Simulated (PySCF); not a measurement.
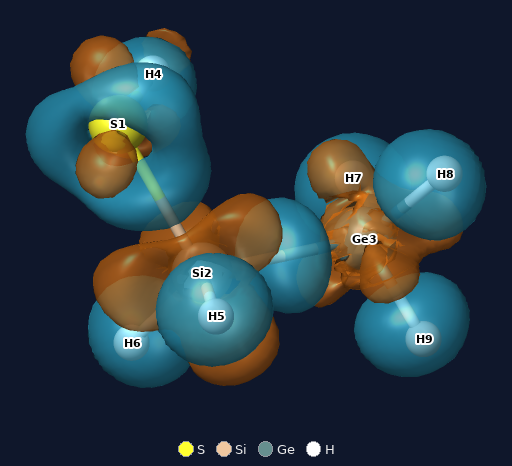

GeH6SSi, SMILES `S[SiH2][GeH3]`. Deformation density (molecule less spherical, spin-averaged free atoms at the same positions), surfaces at ±0.05 e/Å³; light blue: gain, orange: loss.

Computed with PySCF, B3LYP/def2-TZVP, geometry: GFN2-xTB. No frequency check shows the geometry to be a minimum. GFN2-xTB bond lengths at metals and heavier atoms can be off by up to 0.1 Å and shapes distorted, which carries into these values.

Input

```python
import numpy as np
from pyscf import gto, scf, dft
from pyscf.scf import atom_ks, atom_hf
from scipy.linalg import block_diag

def solve(mol, dm0=None, hcore=None):
    mf = (dft.UKS if mol.spin else dft.RKS)(mol, xc='b3lyp')
    mf.grids.level = 3
    mf = mf.density_fit(auxbasis='def2-universal-jkfit')
    mf.conv_tol, mf.max_cycle = 1e-8, 80
    if hcore is not None:
        mf.get_hcore = lambda *args: hcore
    mf.kernel(dm0)
    if not mf.converged:
        mf = mf.newton().run(mf.mo_coeff, mf.mo_occ, max_cycle=30)
    assert mf.converged, 'SCF not converged'
    return mf

mol = gto.M(atom='''
S     -2.28339     0.51010     0.04683
Si    -0.68854    -0.92972    -0.02583
Ge     1.37079     0.17149     0.00909
H     -1.65938     1.47743    -0.61073
H     -0.92493    -1.75453     1.15110
H     -0.86359    -1.72346    -1.24208
H      1.55014     1.18592    -1.08179
H      1.67407     0.93822     1.25788
H      2.53228    -0.75698    -0.15281
''', basis='def2-tzvp', charge=0, spin=0, verbose=4)
mf = solve(mol)
mf.analyze()
# spherically averaged free atoms, for the promolecule
atm = atom_ks.get_atm_nrks(mol, xc='b3lyp')
pro = block_diag(*[(atm[a[0]][2] * atm[a[0]][3]) @ atm[a[0]][2].T for a in mol._atom])
np.savez('result.npz', e=mf.e_tot, c=mf.mo_coeff, occ=mf.mo_occ, eps=mf.mo_energy, pro=pro, dip=mf.dip_moment(verbose=0), s2=mf.spin_square()[0])
```

Run with:

```sh
OMP_NUM_THREADS=1 python input.py
```

The run took 43 s on 1 thread of Intel(R) Xeon(R) Processor @ 2.50GHz (Skylake/Cascade Lake), on a shared host, peak memory 0.62 GiB.

Partitions, critical points and surface values were worked out afterwards from this run's density.

### Describe the bonding that the map shows.

S1–H4: +0.43 e/Å³ at the bond critical point (bond length 1.33 Å, Mayer order 0.9). Ge3–H8: +0.26 e/Å³ at the bond critical point (bond length 1.50 Å, Mayer order 0.9). Ge3–H9: +0.26 e/Å³ at the bond critical point (bond length 1.50 Å, Mayer order 0.9). Ge3–H7: +0.26 e/Å³ at the bond critical point (bond length 1.50 Å, Mayer order 0.9). Si2–Ge3: +0.25 e/Å³ at the bond critical point (bond length 2.34 Å, Mayer order 0.9). Si2–H5: +0.24 e/Å³ at the bond critical point (bond length 1.46 Å, Mayer order 0.9). Si2–H6: +0.23 e/Å³ at the bond critical point (bond length 1.46 Å, Mayer order 0.9). S1–Si2: +0.10 e/Å³ at the bond critical point (bond length 2.15 Å, Mayer order 1.1). In all, 2.1 electrons gather in the regions of gain relative to the promolecule. A small or negative value marks a very polar bond, one between electron-rich atoms, whose free-atom densities already overlap strongly, a long bond to a heavier atom, or a closed-shell contact such as a hydrogen bond.

### Where do the Hirshfeld charges lie?

The highest Hirshfeld charge is on Si2 (+0.25 e), the lowest on S1 (−0.13 e).
